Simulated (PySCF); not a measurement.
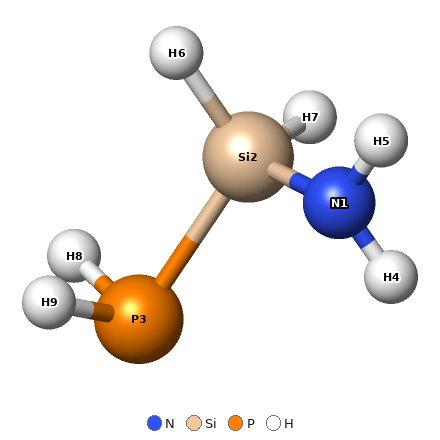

SiPNH₆, SMILES N[SiH2]P. Vertical core-electron binding energies by ΔSCF (SCAN, pcX-2 on the ionised atom, pcseg-1 elsewhere, spin-free X2C; PySCF, at a PBE0-D3(BJ)/def2-SVP geometry (no frequency check)), gas phase, against the vacuum level. One atom of each kind was ionised; within a panel, areas follow the number of like atoms and 2j + 1 (2p levels are split by first-order spin-orbit coupling, an approximation), each panel is scaled alone, Gaussians of 0.8 eV full width. Only the regions named are shown. Lines closer than the width merge in the curve.

Question: Predict the P 2p, Si 2p and Si 1s photoelectron lines.

Answer:
```
   level  atoms  binding energy (eV)
 P 2p1/2     P3                137.1
 P 2p3/2     P3                136.2
Si 2p1/2    Si2                107.5
Si 2p3/2    Si2                106.9
   Si 1s    Si2               1846.7
```

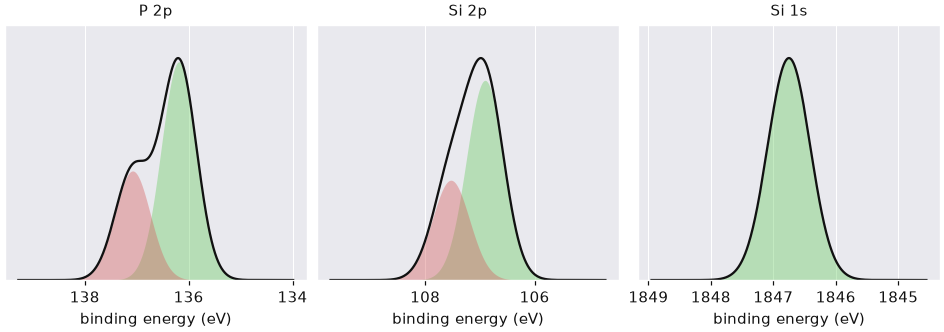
